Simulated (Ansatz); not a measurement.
**singlet [SiN2H5]− at 6 levels**

We compute a comparison of 6 runs (B3LYP/6-31G*, BHLYP/def2-SVPD, PBE/def2-SVPD, PBE0/def2-SVPD, r2SCAN/def2-SVPD, revPBE/def2-SVPD) of singlet [SiN2H5]−. 

The results are computed with Ansatz 0.2.0.

50 further runs of the same task are left out: 50 set aside as unsound or not needed.

### 1 The system as given

[SiN2H5]− has 8 atoms, charge -1, and is taken as a singlet. SMILES of the parent species: `N[SiH]N`. The shape is that of a PBE0-D4/def2-TZVP optimisation. This is one conformer, not always the lowest. That shape belongs to the parent species and isn't relaxed for this state.

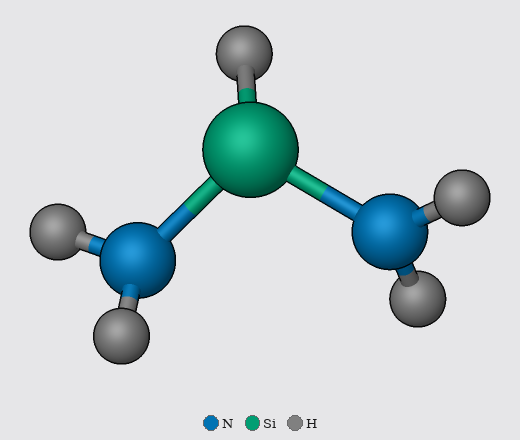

Viewed from a chosen angle; nitrogen blue, silicon teal, hydrogen grey.

### 2 A single-point energy at B3LYP/6-31G(d) (spherical functions) (run 1)

File molecule.yaml:

```yaml
crystal:
  periodic: [false, false, false]
  atoms:
    - {symbol: N, position_ang: [-1.027000, 0.622100, -0.768300]}
    - {symbol: Si, position_ang: [0.527700, 0.579900, -0.050700]}
    - {symbol: "N", position_ang: [0.789500, -1.052600, 0.425100]}
    - {symbol: H, position_ang: [-1.817900, 0.144500, -0.364600]}
    - {symbol: H, position_ang: [-1.296600, 1.349400, -1.406800]}
    - {symbol: H, position_ang: [0.716400, 1.354100, 1.225100]}
    - {symbol: H, position_ang: [0.730800, -1.794000, -0.255200]}
    - {symbol: H, position_ang: [1.468900, -1.260500, 1.139500]}
basis:
  gaussian: {orbitals: 6-31G_st_-spherical.json}
total_charge: -1
hamiltonian: {xc: {name: B3LYP}}
accuracy: high
output: {orbitals: {seedname: orbitals}}
```

The basis set 6-31G* is read from a file made from the Basis Set Exchange's data (not shown).

The run is started by

```bash
$ ansatz run molecule.yaml --threads 1 --pin off --max-ram 3480MiB --events-out events.jsonl --progress --plain --runs-dir runs
```

The program printed:

```text
Warning: RAYON_NUM_THREADS=1 ignored (pool sized by the plan → 1); use --threads N
Functional definition: B3LYP
  name "B3LYP"
  parameter a0 = 0.2
  parameter ax = 0.72
  parameter ac = 0.81
  exchange = (1 - a0 - ax)*slater_x + ax*b88_x + a0*exact_x
  correlation = (1 - ac)*vwn_rpa_c + ac*lyp_c
1300 factors; integrals over basis functions are off by at most 3.5e-9 eV
mean field evaluation 1: about -10934.0855 eV, gradient 4.2e1 eV
mean field evaluation 2: about -10930.8945 eV, gradient 5.7e1 eV
mean field evaluation 4: about -10937.7606 eV, gradient 8.0e-1 eV
mean field evaluation 8: about -10937.9257 eV, gradient 2.2e-1 eV
mean field evaluation 16: about -10937.9258 eV, gradient 1.3e-5 eV
mean field -10937.92579044 eV, -401.9613588061 hartree, gradient 3.6e-8 eV, S^2 0.000000; 0 other end points of the search recorded, 0 dependent functions left out
reference -10937.92582534 eV, -401.9613600890 hartree; 17, 17 occupied and 39, 39 virtual orbitals, 1300 factors
Total energy: -10937.92582534 eV, -401.9613600890 hartree
```

Run time: 3.9 s. Hardware: 1 thread of Arm Neoverse V2, shared host; peak memory 0.16 GiB.

### 3 A single-point energy at BHLYP/def2-SVPD (run 2)

File job.yaml:

```yaml
crystal:
  periodic: [false, false, false]
  atoms:
    - {symbol: N, position_ang: [-1.027000, 0.622100, -0.768300]}
    - {symbol: Si, position_ang: [0.527700, 0.579900, -0.050700]}
    - {symbol: N, position_ang: [0.789500, -1.052600, 0.425100]}
    - {symbol: H, position_ang: [-1.817900, 0.144500, -0.364600]}
    - {symbol: H, position_ang: [-1.296600, 1.349400, -1.406800]}
    - {symbol: H, position_ang: [0.716400, 1.354100, 1.225100]}
    - {symbol: H, position_ang: [0.730800, -1.794000, -0.255200]}
    - {symbol: H, position_ang: [1.468900, -1.260500, 1.139500]}
basis:
  gaussian: {orbitals: def2-SVPD}
total_charge: -1
magnetization: {spin_polarized: false, initial_magnetization: 0}
hamiltonian: {xc: {name: BHLYP}}
accuracy: high
output: {orbitals: {seedname: orbitals}}
```

The run is started by

```bash
$ ansatz run job.yaml --threads 1 --pin off --max-ram 3480MiB --events-out events.jsonl --progress --plain --runs-dir runs
```

The program printed:

```text
Warning: RAYON_NUM_THREADS=1 ignored (pool sized by the plan → 1); use --threads N
Functional definition: BHLYP
  name "BHLYP"
  parameter a = 0.5
  exchange = (1 - a)*b88_x + a*exact_x
  correlation = lyp_c
2134 factors; integrals over basis functions are off by at most 3.6e-9 eV
mean field evaluation 1: about -10930.3916 eV, gradient 2.9e1 eV
mean field evaluation 2: about -10930.4793 eV, gradient 3.0e1 eV
mean field evaluation 4: about -10932.3071 eV, gradient 5.7e-1 eV
mean field evaluation 8: about -10932.5315 eV, gradient 8.1e-2 eV
mean field evaluation 16: about -10932.5316 eV, gradient 2.5e-4 eV
mean field -10932.53161602 eV, -401.7631265528 hartree, gradient 4.0e-8 eV, S^2 0.000000; 0 other end points of the search recorded, 0 dependent functions left out
reference -10932.53164181 eV, -401.7631275005 hartree; 17, 17 occupied and 87, 87 virtual orbitals, 2134 factors
Total energy: -10932.53164181 eV, -401.7631275005 hartree
```

Wall time 9.3 s (1 thread of Arm Neoverse V2, shared host); peak memory 0.34 GiB.

Run 3 isn't shown in full; the table further down has it.

### 4 A single-point energy at PBE0/def2-SVPD (run 4)

File input.yaml:

```yaml
crystal:
  periodic: [false, false, false]
  atoms:
    - {symbol: N, position_ang: [-1.027000, 0.622100, -0.768300]}
    - {symbol: Si, position_ang: [0.527700, 0.579900, -0.050700]}
    - {symbol: "N", position_ang: [0.789500, -1.052600, 0.425100]}
    - {symbol: H, position_ang: [-1.817900, 0.144500, -0.364600]}
    - {symbol: H, position_ang: [-1.296600, 1.349400, -1.406800]}
    - {symbol: H, position_ang: [0.716400, 1.354100, 1.225100]}
    - {symbol: H, position_ang: [0.730800, -1.794000, -0.255200]}
    - {symbol: H, position_ang: [1.468900, -1.260500, 1.139500]}
basis:
  gaussian:
    orbitals: def2-SVPD
total_charge: -1
hamiltonian:
  xc: {name: PBE0}
accuracy: high
output: {orbitals: {seedname: orbitals}}
```

The run is started by

```bash
$ ansatz run input.yaml --threads 1 --pin off --max-ram 3480MiB --events-out events.jsonl --progress --plain --runs-dir runs
```

The program printed:

```text
Warning: RAYON_NUM_THREADS=1 ignored (pool sized by the plan → 1); use --threads N
Functional definition: PBE0
  name "PBE0"
  parameter a = 0.25
  parameter kappa = 0.804
  parameter beta = 0.06672455060314922
  exchange = (1 - a)*pbe_x(kappa = kappa, mu = beta*pi^2/3) + a*exact_x
  correlation = pbe_c(beta = beta)
2134 factors; integrals over basis functions are off by at most 3.6e-9 eV
mean field evaluation 1: about -10924.8742 eV, gradient 3.5e1 eV
mean field evaluation 2: about -10922.3049 eV, gradient 4.9e1 eV
mean field evaluation 4: about -10927.5184 eV, gradient 9.2e-1 eV
mean field evaluation 8: about -10927.6327 eV, gradient 2.4e-1 eV
mean field evaluation 16: about -10927.6329 eV, gradient 4.3e-5 eV
mean field -10927.63286720 eV, -401.5831008540 hartree, gradient 3.7e-8 eV, S^2 0.000000; 0 other end points of the search recorded, 0 dependent functions left out
reference -10927.63287004 eV, -401.5831009582 hartree; 17, 17 occupied and 87, 87 virtual orbitals, 2134 factors
Total energy: -10927.63287004 eV, -401.5831009582 hartree
```

It took 8.1 s on 1 thread of Arm Neoverse V2, shared host; peak memory 0.34 GiB.

Run 5 isn't shown in full; the table further down has it.

### 5 The energy at revPBE/def2-SVPD (run 6)

File molecule.yaml:

```yaml
crystal:
  periodic: [false, false, false]
  atoms:
    - symbol: N
      position_ang: [-1.027000, 0.622100, -0.768300]
    - symbol: Si
      position_ang: [0.527700, 0.579900, -0.050700]
    - symbol: "N"
      position_ang: [0.789500, -1.052600, 0.425100]
    - symbol: H
      position_ang: [-1.817900, 0.144500, -0.364600]
    - symbol: H
      position_ang: [-1.296600, 1.349400, -1.406800]
    - symbol: H
      position_ang: [0.716400, 1.354100, 1.225100]
    - symbol: H
      position_ang: [0.730800, -1.794000, -0.255200]
    - symbol: H
      position_ang: [1.468900, -1.260500, 1.139500]
basis:
  gaussian: {orbitals: def2-SVPD}
hamiltonian: {xc: {name: revPBE}}
accuracy: high
output: {orbitals: {seedname: orbitals}}
total_charge: -1
```

The run is started by

```bash
$ ansatz run molecule.yaml --threads 1 --pin off --max-ram 3480MiB --events-out events.jsonl --progress --plain --runs-dir runs
```

The program printed:

```text
Warning: RAYON_NUM_THREADS=1 ignored (pool sized by the plan → 1); use --threads N
Functional definition: revPBE
  name "revPBE"
  parameter kappa = 1.245
[... 1 set-up line as earlier in the session ...]
  exchange = pbe_x(kappa = kappa, mu = beta*pi^2/3)
[... 1 set-up line as earlier in the session ...]
2134 factors; integrals over basis functions are off by at most 3.6e-9 eV
mean field evaluation 1: about -10927.3222 eV, gradient 4.5e1 eV
mean field evaluation 2: about -10909.4019 eV, gradient 9.2e1 eV
mean field evaluation 4: about -10931.7758 eV, gradient 5.7e0 eV
mean field evaluation 8: about -10931.8687 eV, gradient 2.1e-1 eV
mean field evaluation 16: about -10931.8689 eV, gradient 1.4e-5 eV
mean field -10931.86892141 eV, -401.7387729748 hartree, gradient 6.2e-8 eV, S^2 0.000000; 1 other end points of the search recorded, 0 dependent functions left out
reference -10931.86892593 eV, -401.7387731409 hartree; 17, 17 occupied and 87, 87 virtual orbitals, 2134 factors
Total energy: -10931.86892593 eV, -401.7387731409 hartree
```

Run time: 6.6 s. Hardware: 1 thread of Arm Neoverse V2, shared host; peak memory 0.27 GiB.

### 6 All runs side by side

```tsv
run	level	energy (Eh)	HOMO energy (eV)	LUMO energy (eV)	HOMO–LUMO gap (eV)	wall time
1	B3LYP/6-31G* (spherical functions)	-401.961360	3.21	6.95	3.74	3.9 s
2	BHLYP/def2-SVPD	-401.763128	1.34	5.37	4.03	9.3 s
3	PBE/def2-SVPD	-401.549139	2.72	4.11	1.39	6 s
4	PBE0/def2-SVPD	-401.583101	2.03	4.83	2.80	8.1 s
5	r2SCAN/def2-SVPD	-401.741445	2.75	4.71	1.96	12 s
6	revPBE/def2-SVPD	-401.738773	2.77	4.17	1.40	6.6 s
```

### 7 Summary of results

```
                                                    quantity          value
                                         run 6: total energy  -401.73877 Eh
                                          run 6: HOMO energy        2.77 eV
                                          run 6: LUMO energy        4.17 eV
run 6: HOMO–LUMO gap (to an unbound level, set by the basis)        1.40 eV
```

What this shows: The HOMO–LUMO gap runs from 1.39 eV (PBE/def2-SVPD) to 4.03 eV (BHLYP/def2-SVPD). The empty levels of an anion lie above zero and hang on the basis. Totals of different functionals can't be ranked against each other. In runs 1, 2, 3, 4, 5, 6 the HOMO lies above zero, so the outermost electron may be held by the basis alone. All runs together took 46 s, the longest 12 s.
